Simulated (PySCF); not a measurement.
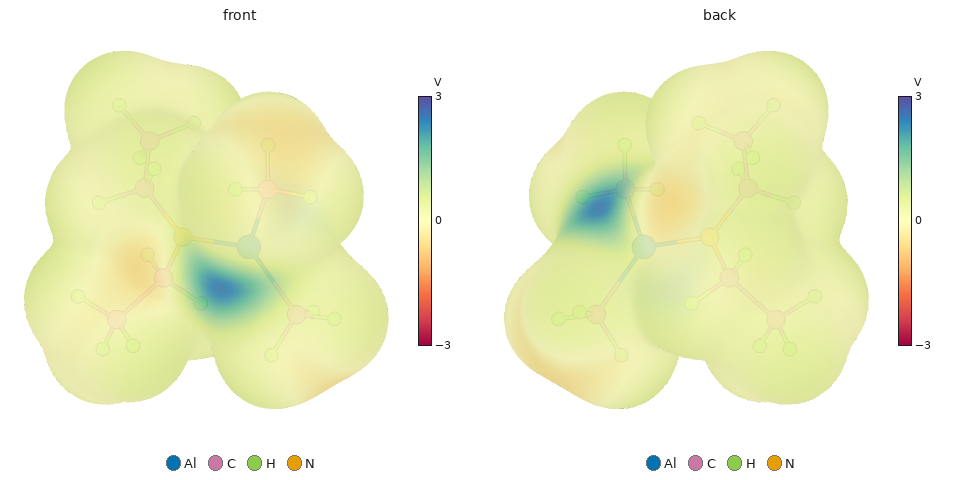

Figure. C6H16AlN (AlMe2(NEt2)). The molecular electrostatic potential painted on the density surface at 0.002 e/bohr³, seen from the front and from behind; red is negative and blue positive.

Geometry: PBE0-D3(BJ)/def2-SVP.

All numbers below come from CAM-B3LYP/def2-SVPD, SCF density, gas phase in PySCF 2.14.0.

Input file:

```
{"job": {"kind": "uv", "xc": "CAM-B3LYP", "basis": "def2-SVPD", "ip": false, "nstates": 15}, "charge": 0, "multiplicity": 1}
Al     0.737011     1.269841    -0.012106
C      2.512540     1.290161     0.820045
H      3.213869     0.620434     0.292950
H      2.473876     0.941217     1.866086
H      2.962594     2.295685     0.824752
C     -0.123041     2.808239    -0.869332
H      0.534156     3.691629    -0.904453
H     -1.041739     3.106537    -0.334855
H     -0.425662     2.579453    -1.905426
N     -0.172418    -0.277941     0.010714
C      0.342650    -1.478369     0.641762
C     -0.273361    -1.777733     2.003702
C     -1.472841    -0.427196    -0.615486
C     -1.428928    -1.102062    -1.981472
H      1.434656    -1.377800     0.763113
H      0.203477    -2.354102    -0.021705
H     -0.071554    -0.955031     2.707739
H     -1.365762    -1.899660     1.938416
H      0.138812    -2.705669     2.430974
H     -2.157811    -0.990152     0.047573
H     -1.932753     0.569388    -0.728005
H     -0.820640    -0.511231    -2.684701
H     -0.985252    -2.108257    -1.923451
H     -2.439569    -1.207908    -2.406854
```

Command:

```sh
OMP_NUM_THREADS=2 python probes_run.py task.json out
```

Describe the electrostatic potential map.

The most negative region (about −0.5 V) lies over N10, C12, C13 and C14, the most positive (about +2.3 V) over Al1.

What dipole moment does the calculation give?

Its dipole moment is 0.31 D.
